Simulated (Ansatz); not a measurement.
## Electronic structure of Cl3F2HW in real space

The calculation's input:

```
crystal:
  periodic: [false, false, false]
  atoms:
    - { symbol: W, position_ang: [0.0, 0.0, 0.0] }
    - { symbol: H, position_ang: [0.8322, 0.0, 1.7303] }
    - { symbol: F, position_ang: [1.8273, 0.0, 0.9293] }
    - { symbol: Cl, position_ang: [0.0, 2.39, 0.0] }
    - { symbol: Cl, position_ang: [-2.39, 0.0, 0.0] }
    - { symbol: F, position_ang: [0.0, -1.85, 0.0] }
    - { symbol: Cl, position_ang: [0.0, 0.0, -2.39] }
basis:
  gaussian: { orbitals: def2-SVP }
hamiltonian:
  xc: pbe
relax:
  f_tol: 0.15
  max_steps: 25
  restrain:
    - { distance: [1, 2], at: 2.12, k: 30.0 }
    - { distance: [0, 1], at: 1.72, k: 30.0 }
    - { distance: [0, 2], at: 1.85, k: 30.0 }
output:
  orbitals: {}
```

Command:

```sh
ansatz run input.yaml --threads 4 --pin off --max-ram 5120MiB --backend cpu --events-out ev --progress --plain --runs-dir out
```

The fields are those of the run's last geometry, not of the input's.

Core potentials replace the inner electrons of W; not at a stationary point (largest force 0.7 eV/Å).

The calculation used RKS PBE/def2-SVP (Ansatz).

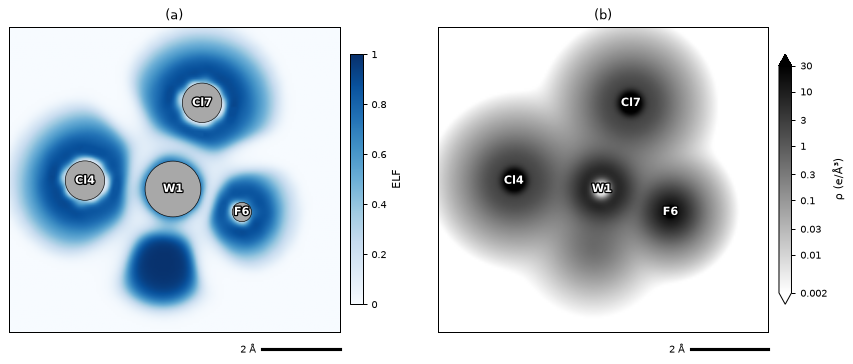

Figure 1. (a) electron localisation function; (b) electron density on the plane of atoms Cl4, W1 and F6. Grey discs cover the atomic cores in the ELF map.

Read the bonding off the picture.

Answer. The section cuts through W, Cl and F sites.
W–F (1.88 Å): ρ is about 1.1 e/Å³ halfway; the ELF peaks at about 0.85 in the valence shell of F, 0.5 Å from its nucleus, and drops to about 0.20 between the two atoms.
W–Cl (2.28 Å): ρ at the midpoint is about 0.7 e/Å³; the ELF peaks at about 0.85 in the valence shell of Cl, 0.9 Å from its nucleus, and is about 0.35 at the midpoint.
W–Cl (2.35 Å): ρ at the midpoint is about 0.62 e/Å³; the ELF peaks at about 0.85 in the valence shell of Cl, 0.8 Å from its nucleus, and is about 0.35 at the midpoint.

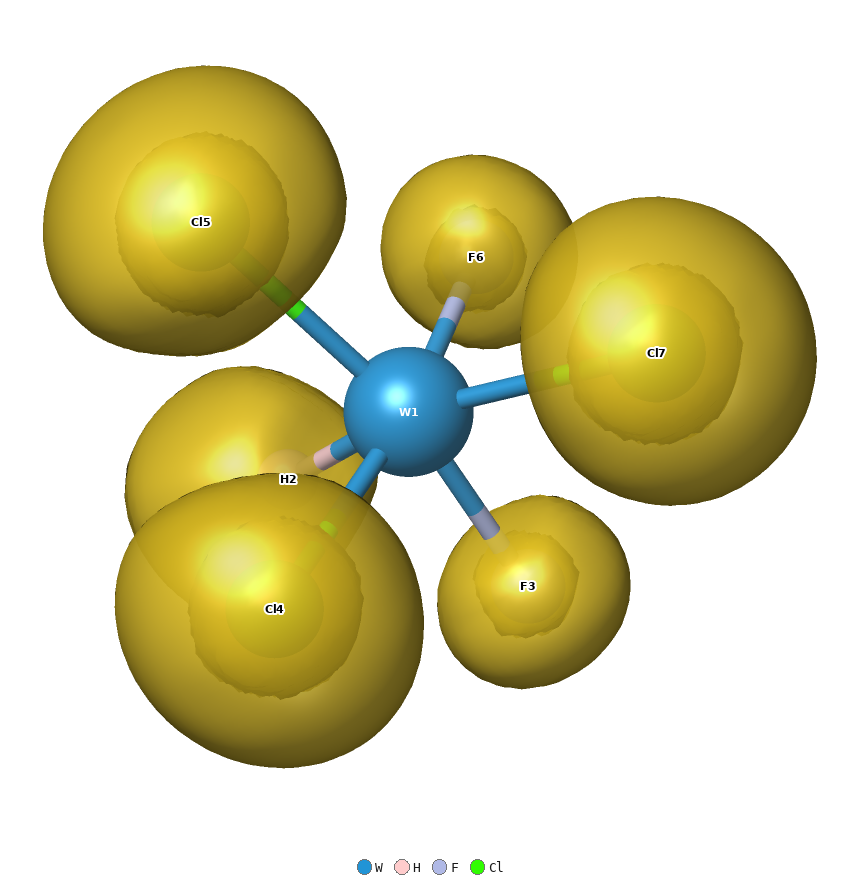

Figure 2. Isosurface of the ELF at 0.75 (yellow), seen at a tilt. Only the valence region is drawn (cores and ρ < 0.01 e/Å³ removed).

Where are the electrons localised?

Answer. The ELF exceeds this value in one region around a hydrogen nucleus, three regions wrapped around Cl (the valence shell of each) and two regions wrapped around F (the valence shell of each). Along the contacts the grid gives the following. W–F (1.86 Å): the ELF peaks at about 0.85 in the valence shell of F, 0.5 Å from its nucleus, and drops to about 0.25 between the two atoms.

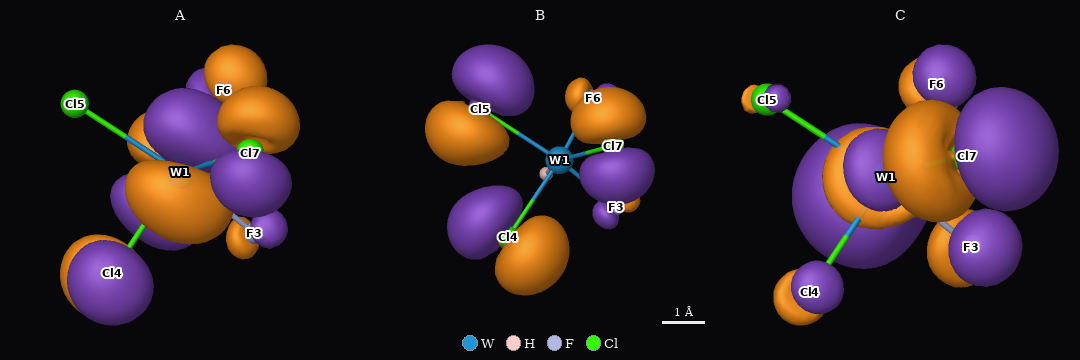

Figure 3. Three frontier orbitals at ±0.1 Å⁻³ᐟ² (orange and purple are the two phases), in no order.

Which picture is the HOMO−1, the HOMO and the LUMO?

Answer. B is the HOMO−1 (−8.38 eV). It lies mainly on Cl5 (about 35 %), Cl4 (about 35 %) and Cl7 (about 20 %); largely a combination of lone pairs on Cl5, Cl4 and Cl7. C is the HOMO (−7.68 eV). It lies mainly on H2 (about 30 %), Cl7 (about 30 %), W1 (about 20 %) and F3 (about 10 %). A is the LUMO (−5.42 eV). By Hirshfeld shares it lies mainly on W1 (about 60 %), Cl4 (about 15 %), Cl7 (about 10 %) and F6 (about 10 %).

What is the HOMO–LUMO gap?

Answer. 2.26 eV between the orbital energies.
